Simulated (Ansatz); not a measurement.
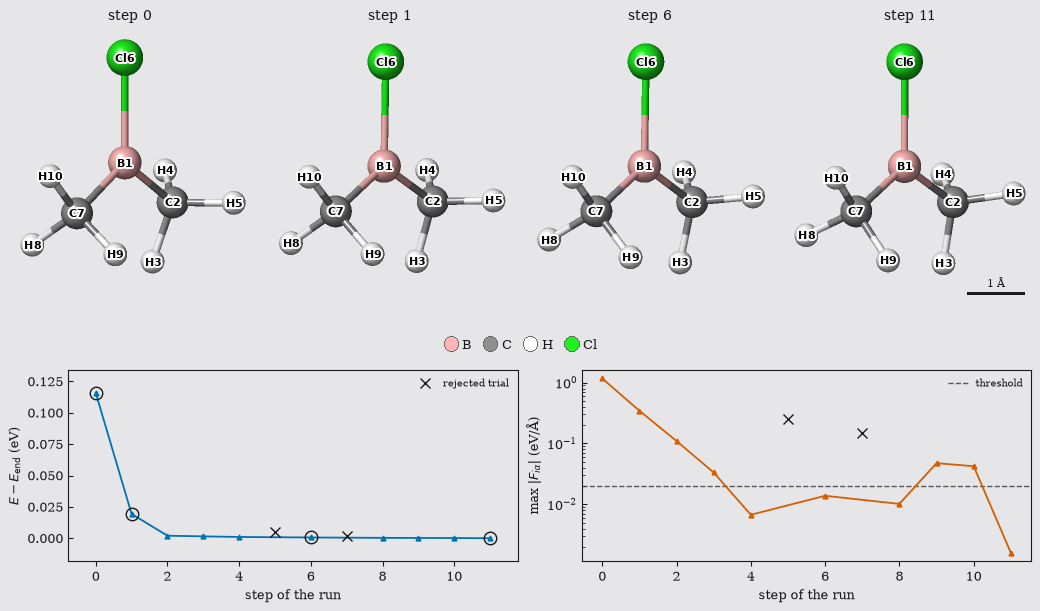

Frames of a relaxation of C2H6BCl, marked on the history of the run. A ball-and-stick model, seen from a free direction.

The run prepares the start of a later molecular dynamics calculation, from a guessed geometry.

The calculation used Ansatz 0.2.0, RKS B3LYP/6-31G. (no spin polarisation; force threshold 0.02 eV/Å; at most 40 steps)

**Describe the path.**

The atom that moves furthest after the best rigid fit is H8 (0.20 Å). Largest moves by element: H 0.20 Å, Cl 0.09 Å, B 0.06 Å, C 0.04 Å. Near-neighbour distances that change, for instance: B1–C2 1.600 → 1.563 Å, C7–H10 1.110 → 1.093 Å, C2–H3 1.110 → 1.096 Å, B1–Cl6 1.860 → 1.846 Å. Among the angles between lasting bonds that change: C2–B1–C7 120.0° → 125.4°, B1–C7–H10 109.5° → 114.5°, H8–C7–H9 109.4° → 105.7°. After 9 accepted moves (11 points after the start) the energy has fallen by 0.116 eV. Largest force component: 1.2 eV/Å at the start, 0.0016 eV/Å at the end. The line search rejected the trial steps at points 5, 7 of the run. The forces were under the threshold at step 4, but the run went on from there. From step 0 to 1: H3 moves most (0.09 Å), energy −0.096 eV. From step 1 to 6: H9 moves most (0.09 Å), energy −0.019 eV. From step 6 to 11: H atoms move most (0.09 Å), energy −0.001 eV.

Limits of the set-up: the basis has no polarisation functions, which atoms past neon need.
